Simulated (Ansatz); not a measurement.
**SiNH$_{6}$F: geometry relaxation (part 1 of 2)**

SiNH$_{6}$F, computed with RKS PBE0-D4/def2-SVP (Ansatz 0.2.0).

The input holds or restrains some coordinates. Forces given for the steps count only the free coordinates. It belongs to a series of runs on one base structure; here: pulled along the bonds that form and break, towards end B. Figures and captions count atoms from 1; the log counts them from 0 in places.

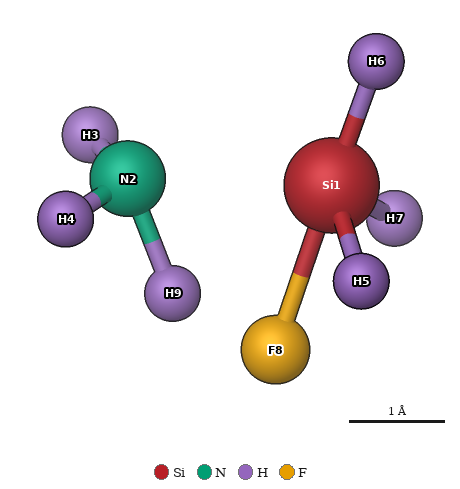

**Figure 1.** The input geometry (ball-and-stick view, seen at a tilt; atoms are numbered from 1 in the order of the input).

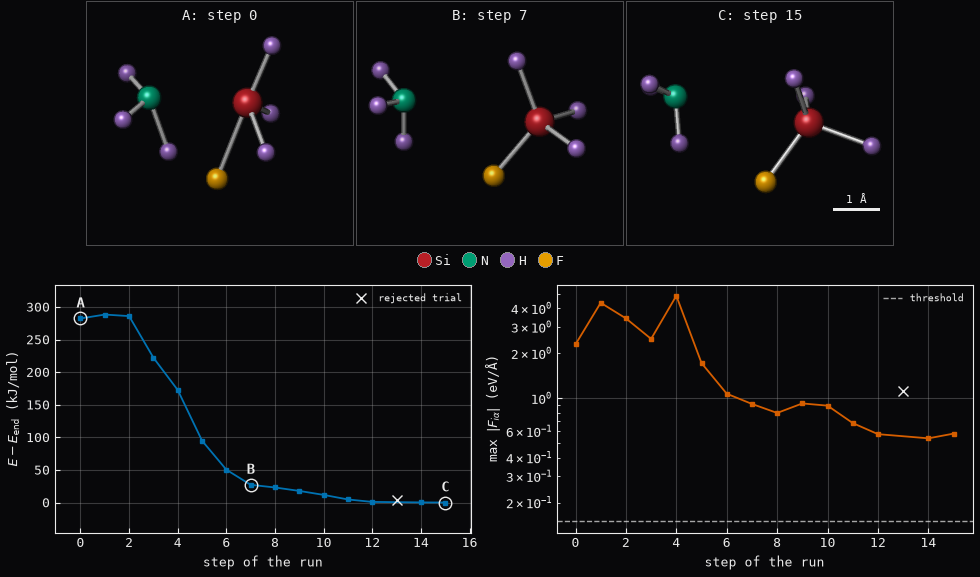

**Figure 2.** Frames of the restrained relaxation (ball-and-stick view, seen at a tilt) above the curves, on which the letters mark them (the first geometry is step 0 here and step 1 in the log).

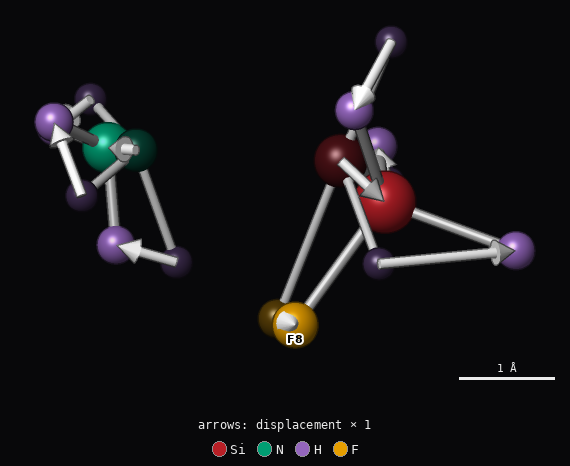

**Figure 3.** Start (faint) and end (solid) with the displacements as white arrows, at true length (ball-and-stick view, seen at a tilt). The two geometries are laid on each other by the best rigid fit. After 15 geometry steps the energy has fallen by 282.3 kJ/mol. The largest force component goes from 2.3 to 0.58 eV/Å. The line search rejected the trial step at point 13 (counted from 0) and went back. H5 moves most after the best rigid fit: 1.59 Å. By element the largest moves are H 1.59 Å, F 0.72 Å, Si 0.64 Å, N 0.41 Å. Distances before and after: N2–H9 1.314 → 1.037 Å, Si1–F8 1.890 → 1.615 Å, N2–H3 1.060 → 1.020 Å, Si1–H5 1.460 → 1.499 Å. Among the angles that change: H6–Si1–F8 176.6° → 110.8°, H5–Si1–F8 67.2° → 105.0°, H7–Si1–F8 72.8° → 110.4°. (Atoms are counted from 1 in the order of the input.)

The input that produced these results follows, with the program's output.

Input file
```yaml
crystal:
  periodic: [false, false, false]
  atoms:
    - { symbol: Si, position_ang: [0.0, 0.0, 0.0] }
    - { symbol: "N", position_ang: [0.0, 0.0, 2.17] }
    - { symbol: H, position_ang: [-0.877, -0.2713, 2.7] }
    - { symbol: H, position_ang: [0.877, 0.2713, 2.7] }
    - { symbol: H, position_ang: [1.3768, 0.0, -0.4862] }
    - { symbol: H, position_ang: [-0.6877, 1.1914, -0.4862] }
    - { symbol: H, position_ang: [-0.6877, -1.1914, -0.4862] }
    - { symbol: F, position_ang: [0.9864, -1.498, 0.596] }
    - { symbol: H, position_ang: [0.6732, -1.0222, 1.6919] }
basis:
  gaussian: { orbitals: def2-SVP }
hamiltonian:
  xc: pbe0
  dispersion: d4
relax:
  f_tol: 0.15
  max_steps: 25
  restrain:
    - { distance: [0, 7], at: 1.59, k: 30.0 }
    - { distance: [8, 1], at: 1.06, k: 30.0 }
    - { distance: [0, 1], at: 3.02, k: 30.0 }
    - { distance: [8, 7], at: 2.12, k: 30.0 }
```

Run as:
```bash
ansatz run input.yaml --threads 1 --pin off --max-ram 2048MiB --backend cpu --events-out ev --progress --plain --runs-dir out
```

Log
```
The last accepted step is kept in [file] (removed where the run ends without a failure and the disk answers)
Engine: ansatz 0.2.0, aarch64-unknown-linux-gnu
Functional definition: PBE0
  parameter a = 0.25
  parameter kappa = 0.804
  parameter beta = 0.06672455060314922
  exchange = (1 - a)*pbe_x(kappa = kappa, mu = beta*pi^2/3) + a*exact_x
  correlation = pbe_c(beta = beta)
805 factors; integrals over basis functions are off by at most 4.0e-4 eV
mean field evaluation 1: about -12162.8724 eV, gradient 4.6e1 eV
mean field evaluation 2: about -12159.1294 eV, gradient 6.2e1 eV
mean field evaluation 4: about -12166.8465 eV, gradient 3.5e0 eV
mean field evaluation 8: about -12166.8719 eV, gradient 5.8e-2 eV
mean field -12166.87189619 eV, -447.1242951828 hartree, gradient 7.7e-5 eV, S^2 0.000000; 0 other end points of the search recorded, 0 dependent functions left out
the calculation of the forces begins
reference -12166.87192031 eV, -447.1242960695 hartree; 18, 18 occupied and 58, 58 virtual orbitals, 805 factors
relax step   1: F+E_penalty+E_count = -12166.97270977 eV  Δ(F+E_penalty+E_count) = +0.000e0 eV  max|allowed force component| = 2.293e0 eV/Å  E_restraint = 24.90137635 eV  max|allowed force component, restraints' pulls added| = 2.638e1 eV/Å  Δτ_max = 0.0000 Å  (23 SCF iters, accepted)
  distance Si 0 - F 7 = 1.8900 Å
  distance H 8 - N 1 = 1.3140 Å
  distance Si 0 - N 1 = 2.1700 Å
  distance H 8 - F 7 = 1.2351 Å
these checks for a lower state are left out or cut short: starts, cluster_reference, orbital_swaps, neighbouring_geometries, increment
805 factors; integrals over basis functions are off by at most 4.7e-4 eV
mean field evaluation 16: about -12165.7951 eV, gradient 1.6e1 eV
mean field -12166.81210949 eV, -447.1220980623 hartree, gradient 1.1e-5 eV, S^2 0.000000; 0 other end points of the search recorded, 0 dependent functions left out
[... from here on the field's lines of each further geometry are left out, up to the last ...]
relax step   2: F+E_penalty+E_count = -12166.91043102 eV  Δ(F+E_penalty+E_count) = +6.228e-2 eV  max|allowed force component| = 4.352e0 eV/Å  E_restraint = 10.10061706 eV  max|allowed force component, restraints' pulls added| = 1.759e1 eV/Å  Δτ_max = 0.1939 Å  (32 SCF iters, accepted)
relax step   3: F+E_penalty+E_count = -12166.93473342 eV  Δ(F+E_penalty+E_count) = -2.430e-2 eV  max|allowed force component| = 3.423e0 eV/Å  E_restraint = 2.51220355 eV  max|allowed force component, restraints' pulls added| = 6.504e0 eV/Å  Δτ_max = 0.1947 Å  (32 SCF iters, accepted)
relax step   4: F+E_penalty+E_count = -12167.59642326 eV  Δ(F+E_penalty+E_count) = -6.617e-1 eV  max|allowed force component| = 2.495e0 eV/Å  E_restraint = 0.19256251 eV  max|allowed force component, restraints' pulls added| = 1.410e0 eV/Å  Δτ_max = 0.1946 Å  (27 SCF iters, accepted)
relax step   5: F+E_penalty+E_count = -12168.11023677 eV  Δ(F+E_penalty+E_count) = -5.138e-1 eV  max|allowed force component| = 4.850e0 eV/Å  E_restraint = 0.04336800 eV  max|allowed force component, restraints' pulls added| = 4.554e0 eV/Å  Δτ_max = 0.1949 Å  (27 SCF iters, accepted)
relax step   6: F+E_penalty+E_count = -12168.91625636 eV  Δ(F+E_penalty+E_count) = -8.060e-1 eV  max|allowed force component| = 1.719e0 eV/Å  E_restraint = 0.02529317 eV  max|allowed force component, restraints' pulls added| = 1.452e0 eV/Å  Δτ_max = 0.1953 Å  (26 SCF iters, accepted)
relax step   7: F+E_penalty+E_count = -12169.37740158 eV  Δ(F+E_penalty+E_count) = -4.611e-1 eV  max|allowed force component| = 1.072e0 eV/Å  E_restraint = 0.01698753 eV  max|allowed force component, restraints' pulls added| = 8.469e-1 eV/Å  Δτ_max = 0.1949 Å  (26 SCF iters, accepted)
relax step   8: F+E_penalty+E_count = -12169.61707359 eV  Δ(F+E_penalty+E_count) = -2.397e-1 eV  max|allowed force component| = 9.156e-1 eV/Å  E_restraint = 0.01839047 eV  max|allowed force component, restraints' pulls added| = 4.202e-1 eV/Å  Δτ_max = 0.2000 Å  (26 SCF iters, accepted)
relax step   9: F+E_penalty+E_count = -12169.65937319 eV  Δ(F+E_penalty+E_count) = -4.230e-2 eV  max|allowed force component| = 7.969e-1 eV/Å  E_restraint = 0.01827735 eV  max|allowed force component, restraints' pulls added| = 1.695e-1 eV/Å  Δτ_max = 0.1999 Å  (25 SCF iters, accepted)
relax step  10: F+E_penalty+E_count = -12169.71411743 eV  Δ(F+E_penalty+E_count) = -5.474e-2 eV  max|allowed force component| = 9.227e-1 eV/Å  E_restraint = 0.02298269 eV  max|allowed force component, restraints' pulls added| = 3.626e-1 eV/Å  Δτ_max = 0.1954 Å  (26 SCF iters, accepted)
relax step  11: F+E_penalty+E_count = -12169.77723614 eV  Δ(F+E_penalty+E_count) = -6.312e-2 eV  max|allowed force component| = 8.918e-1 eV/Å  E_restraint = 0.02137521 eV  max|allowed force component, restraints' pulls added| = 5.076e-1 eV/Å  Δτ_max = 0.1946 Å  (25 SCF iters, accepted)
relax step  12: F+E_penalty+E_count = -12169.84994625 eV  Δ(F+E_penalty+E_count) = -7.271e-2 eV  max|allowed force component| = 6.817e-1 eV/Å  E_restraint = 0.01832407 eV  max|allowed force component, restraints' pulls added| = 2.077e-1 eV/Å  Δτ_max = 0.2000 Å  (25 SCF iters, accepted)
relax step  13: F+E_penalty+E_count = -12169.88878613 eV  Δ(F+E_penalty+E_count) = -3.884e-2 eV  max|allowed force component| = 5.747e-1 eV/Å  E_restraint = 0.01783210 eV  max|allowed force component, restraints' pulls added| = 6.364e-2 eV/Å  Δτ_max = 0.2000 Å  (24 SCF iters, accepted)
relax step  14: F+E_penalty+E_count = -12169.85815433 eV  Δ(F+E_penalty+E_count) = +3.063e-2 eV  max|allowed force component| = 1.115e0 eV/Å  E_restraint = 0.01215176 eV  max|allowed force component, restraints' pulls added| = 8.274e-1 eV/Å  Δτ_max = 0.1952 Å  (26 SCF iters, rejected (line search))
relax step  15: F+E_penalty+E_count = -12169.89643367 eV  Δ(F+E_penalty+E_count) = -7.648e-3 eV  max|allowed force component| = 5.389e-1 eV/Å  E_restraint = 0.01875680 eV  max|allowed force component, restraints' pulls added| = 1.553e-1 eV/Å  Δτ_max = 0.0951 Å  (26 SCF iters, accepted)
the calculation of the forces begins
reference -12169.80528409 eV, -447.2320951999 hartree; 18, 18 occupied and 58, 58 virtual orbitals, 805 factors
relax step  16: F+E_penalty+E_count = -12169.89823303 eV  Δ(F+E_penalty+E_count) = -1.799e-3 eV  max|allowed force component| = 5.795e-1 eV/Å  E_restraint = 0.01826765 eV  max|allowed force component, restraints' pulls added| = 9.609e-2 eV/Å  Δτ_max = 0.0422 Å  (26 SCF iters, accepted)
  distance Si 0 - F 7 = 1.6154 Å
  distance H 8 - N 1 = 1.0367 Å
  distance Si 0 - N 1 = 3.0161 Å
  distance H 8 - F 7 = 2.1238 Å
805 factors; integrals over basis functions are off by at most 6.4e-4 eV
mean field evaluation 128: about -12169.7890 eV, gradient 1.6e0 eV
mean field -12169.80525785 eV, -447.2320942358 hartree, gradient 5.6e-6 eV, S^2 0.000000; 1 other end points of the search recorded, 0 dependent functions left out
the calculation of the forces begins
reference -12169.80528409 eV, -447.2320951999 hartree; 18, 18 occupied and 58, 58 virtual orbitals, 805 factors
Total energy: -12169.89825926 eV, -447.2355119746 hartree
Atom 0 at     0.397317    -0.222653    -0.483334 Å, force    -0.535973     0.391847    -0.338715 eV/Å
Atom 1 at    -0.237313    -0.214459     2.465265 Å, force     0.537065    -0.405285    -0.102190 eV/Å
Atom 2 at    -0.962699    -0.688082     3.003788 Å, force     0.051464     0.014204    -0.047851 eV/Å
Atom 3 at     0.126054     0.529826     3.061887 Å, force    -0.033218    -0.057376    -0.045503 eV/Å
Atom 4 at     0.905934    -0.356399    -1.886864 Å, force    -0.018797     0.005492     0.051725 eV/Å
Atom 5 at     0.441618     1.214673    -0.101167 Å, force     0.004012    -0.038978    -0.007581 eV/Å
Atom 6 at    -0.970910    -0.805935    -0.417554 Å, force     0.046817     0.029031    -0.007268 eV/Å
Atom 7 at     1.421538    -1.087791     0.417793 Å, force     0.528121    -0.405397     0.303255 eV/Å
Atom 8 at     0.539461    -0.889381     2.339487 Å, force    -0.579490     0.466463     0.194130 eV/Å
Dipole moment:    -0.124991     0.051083     0.331007 e Å
```

Trajectory as extended XYZ (Å, eV, eV/Å), 16 frames, from step=1 to step=16
```
9
Properties=species:S:1:pos:R:3:forces:R:3 step=1 energy=-12166.97271
Si    0.0000    0.0000    0.0000    0.9563  -0.9353   1.0585
N     0.0000    0.0000    2.1700    1.4920  -1.9008  -1.6896
H    -0.8770   -0.2713    2.7000    1.7260   0.6849  -0.4973
H     0.8770    0.2713    2.7000   -1.9779   0.4648  -0.3274
H     1.3768    0.0000   -0.4862    0.4756   1.6903  -0.8474
H    -0.6877    1.1914   -0.4862   -0.6069   0.8757   0.4408
H    -0.6877   -1.1914   -0.4862   -1.4510   0.1686  -0.4794
F     0.9864   -1.4980    0.5960    0.8980  -1.6253   2.2931
H     0.6732   -1.0222    1.6919   -1.5121   0.5770   0.0486
```
